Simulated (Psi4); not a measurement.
# CH4Si (SMILES C[SiH]): CCSD/def2-TZVP

What is the vertical singlet–triplet gap of CH4Si at CCSD/def2-TZVP? 

The results are computed with Psi4 1.11.

3 further runs of the same task are left out: 3 set aside as unsound or not needed.

### Step 1. Starting point

CH4Si has 6 atoms, charge 0, and is taken as a singlet. As SMILES, `C[SiH]`. Geometry: relaxed at PBE0-D4/def2-TZVP.

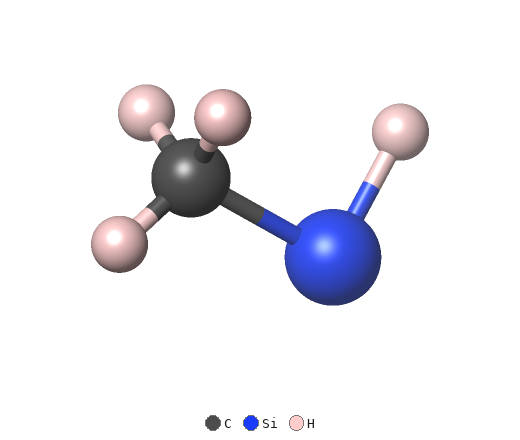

Viewed from a chosen angle; carbon dark grey, silicon blue, hydrogen pink.

### Step 2. A single-point energy at CCSD/def2-TZVP

ch4si.json

```json
{
 "schema_name": "qcschema_input",
 "schema_version": 1,
 "molecule": {
  "schema_name": "qcschema_molecule",
  "schema_version": 2,
  "symbols": ["C", "Si", "H", "H", "H", "H"],
  "geometry": [-0.17668939, -0.69163976, -0.69976558, 1.73344577, 0.39646454, 2.12083963, -2.18622415, -0.77497668, -0.19313001, 0.40629112, -2.52391821, -1.44186103, -0.04535343, 0.72187538, -2.21249135, 0.26871905, 2.87238371, 2.42640834],
  "molecular_charge": 0,
  "molecular_multiplicity": 1,
  "fix_symmetry": "c1",
  "fix_com": true,
  "fix_orientation": true
 },
 "driver": "energy",
 "model": {
  "method": "ccsd",
  "basis": "def2-TZVP"
 },
 "keywords": {
  "reference": "rhf",
  "puream": true,
  "e_convergence": 1e-09,
  "d_convergence": 1e-08,
  "scf_type": "pk",
  "num_frozen_docc": 6
 }
}
```

The run is started by

```bash
$ psi4 --qcschema ch4si.json -n 1 --memory 2200MB
```

stdout:

```text
[...]
  Running in c1 symmetry.
[...]
  Nuclear repulsion =   48.603693730984361
[...]
  Multiplicity = 1
[...]
  Nalpha       = 12
  Nbeta        = 12
[...]
    Number of basis functions: 92
[...]
   @RHF iter   1:  -329.00705917309028   -6.35754e-01   4.13461e-03 DIIS/ADIIS
[...]
   @RHF iter  10:  -329.08739452342576   -2.10889e-11   8.23573e-09 DIIS
[...]
    Orbital Energies [Eh]
    ---------------------
    Doubly Occupied:
       1A    -68.783199     2A    -11.208028     3A     -6.130655
       4A     -4.233769     5A     -4.232482     6A     -4.231826
       7A     -0.946878     8A     -0.635523     9A     -0.561991
      10A     -0.553216    11A     -0.440278    12A     -0.318410
[...]
  @RHF Final Energy:  -329.08739452342576
   => Energetics <=
    Nuclear Repulsion Energy =             48.6036937309843609
    One-Electron Energy =                -550.8296685580377243
    Two-Electron Energy =                 173.1385803036276059
    Total Energy =                       -329.0873945234258144
[...]
 Multipole Moments:
 ------------------------------------------------------------------------------------
     Multipole            Electronic (a.u.)      Nuclear  (a.u.)        Total (a.u.)
 ------------------------------------------------------------------------------------
 L = 1.  Multiply by 2.5417464519 to convert [e a0] to [Debye]
 Dipole X            :        -21.9330047           21.6515370           -0.2814677
 Dipole Y            :         -1.7423664            1.6960292           -0.0463372
 Dipole Z            :        -24.4024063           24.0720873           -0.3303190
 Magnitude           :                                                    0.4364423
[...]
      * MP2 total energy                      = -329.360594321556277
[...]
      * CCSD total energy                     = -329.398440208427360
[...]
```

The result, in JSON:

```text
{
 "driver": "energy",
 "model": {
  "method": "ccsd",
  "basis": "def2-TZVP"
 },
 "success": true,
 "return_result": -329.39844020842736,
 "properties": {
  "calcinfo_nbasis": 92,
  "calcinfo_nmo": 92,
  "calcinfo_nalpha": 12,
  "calcinfo_nbeta": 12,
  "calcinfo_natom": 6,
  "nuclear_repulsion_energy": 48.60369373098436,
  "return_energy": -329.39844020842736,
  "scf_one_electron_energy": -550.8296685580377,
  "scf_two_electron_energy": 173.1385803036276,
  "scf_dipole_moment": [-0.2814677027255428, -0.046337207360470645, -0.33031899139117016],
  "scf_total_energy": -329.08739452342576,
  "scf_iterations": 10,
  "mp2_same_spin_correlation_energy": -0.05155206200937862,
  "mp2_opposite_spin_correlation_energy": -0.22164773611903837,
  "mp2_singles_energy": -7.223028270977326e-27,
  "mp2_doubles_energy": -0.273199798128417,
  "mp2_correlation_energy": -0.273199798128417,
  "mp2_total_energy": -329.3605943215563,
  "ccsd_same_spin_correlation_energy": -0.04998191481751074,
  "ccsd_opposite_spin_correlation_energy": -0.26106377018201504,
  "ccsd_singles_energy": 0.0,
  "ccsd_doubles_energy": -0.3110456849995258,
  "ccsd_correlation_energy": -0.3110456849995256,
  "ccsd_total_energy": -329.39844020842736,
  "ccsd_iterations": 17
 }
}
```

Wall time 20 s (1 thread of AMD EPYC 7R43 (Zen 3), shared host); peak memory 0.85 GiB.

### Step 3. The triplet, same level

ch4si.py

```python
import psi4

psi4.set_memory(2200000000)
psi4.set_num_threads(1)
psi4.core.set_output_file('ch4si.out', False)

geom = psi4.geometry("""
0 3
C     -0.093500    -0.366000    -0.370300
Si     0.917300     0.209800     1.122300
H     -1.156900    -0.410100    -0.102200
H      0.215000    -1.335600    -0.763000
H     -0.024000     0.382000    -1.170800
H      0.142200     1.520000     1.284000
symmetry c1
no_reorient
no_com
""")

psi4.set_options({
    'basis': 'def2-TZVP',
    'reference': 'uhf',
    'puream': True,
    'e_convergence': 1e-09,
    'd_convergence': 1e-08,
    'scf_type': 'pk',
    'num_frozen_docc': 6,
    'maxiter': 100,
})

e_tot, wfn = psi4.energy("ccsd", return_wfn=True)
print(f'ccsd energy: {e_tot:.10f} Eh')
```

The run is started by

```bash
$ python ch4si.py
```

ch4si.out:

```text
[...]
  Running in c1 symmetry.
[...]
  Nuclear repulsion =   48.603693658180966
[...]
  Multiplicity = 3
[...]
  Nalpha       = 13
  Nbeta        = 11
[...]
    Number of basis functions: 92
[...]
   @UHF iter   1:  -328.96535883551428   -5.94054e-01   4.27684e-03 ADIIS/DIIS
[...]
   @UHF iter  14:  -329.06372687614464   -1.07434e-11   9.17110e-09 DIIS
[...]
   @S^2 Observed:                2.004786664E+00
[...]
    Orbital Energies [Eh]
    ---------------------
    Alpha Occupied:
       1A    -68.790717     2A    -11.218289     3A     -6.140829
       4A     -4.253202     5A     -4.248259     6A     -4.240771
       7A     -0.952769     8A     -0.682319     9A     -0.570034
      10A     -0.560527    11A     -0.448315    12A     -0.402096
      13A     -0.289618
    Alpha Virtual:
      14A      0.101786    15A      0.148055    16A      0.181998
      17A      0.205985    18A      0.214672    19A      0.286283
      20A      0.297854    21A      0.298536    22A      0.314573
      23A      0.320462    24A      0.334538    25A      0.338426
[...]
  @UHF Final Energy:  -329.06372687614464
   => Energetics <=
    Nuclear Repulsion Energy =             48.6036936581809655
    One-Electron Energy =                -550.6857033334217704
    Two-Electron Energy =                 173.0182827990961130
    Total Energy =                       -329.0637268761446421
  UHF NO Occupations:
  HONO-2 :   11  A 1.9980840
  HONO-1 :   12  A 1.0000000
[...]
 Multipole Moments:
 ------------------------------------------------------------------------------------
     Multipole            Electronic (a.u.)      Nuclear  (a.u.)        Total (a.u.)
 ------------------------------------------------------------------------------------
 L = 1.  Multiply by 2.5417464519 to convert [e a0] to [Debye]
 Dipole X            :        -21.6141346           21.6515371            0.0374025
 Dipole Y            :         -1.9373492            1.6960292           -0.2413200
 Dipole Z            :        -24.2139122           24.0720873           -0.1418249
 Magnitude           :                                                    0.2823979
[...]
      * MP2 total energy                      = -329.317478334643340
[...]
      * CCSD total energy                     = -329.350967418503956
```

On the terminal:

```text
ccsd energy: -329.3509674185 Eh
```

Run time: 47 s. Hardware: 1 thread of AMD EPYC 7R43 (Zen 3), shared host; peak memory 0.87 GiB.

### Step 4. What came out

Level: CCSD/def2-TZVP, 6 core orbitals frozen.

| quantity | value |
| --- | --- |
| singlet: total energy | -329.39844 Eh |
| singlet: HOMO energy (Hartree–Fock orbitals) | -8.66 eV |
| singlet: LUMO energy (Hartree–Fock orbitals) | 0.68 eV |
| singlet: HOMO–LUMO gap (Hartree–Fock orbitals) | 9.34 eV |
| singlet: correlation energy (6 core orbitals frozen) | -311.0 mEh |
| singlet: T1 diagnostic | 0.013 |
| triplet: total energy | -329.35097 Eh |
| triplet: HOMO energy (Hartree–Fock orbitals) (highest over α and β) | -7.88 eV |
| triplet: LUMO energy (Hartree–Fock orbitals) (lowest over α and β) | 0.39 eV |
| triplet: correlation energy (6 core orbitals frozen) | -287.2 mEh |
| triplet: ⟨S²⟩ of the reference determinant | 2.005 |
| triplet: T1 diagnostic | 0.024 |
| vertical energy of the triplet above the singlet | 1.292 eV |

At this shape the triplet lies 1.29 eV (30 kcal/mol) above the singlet.
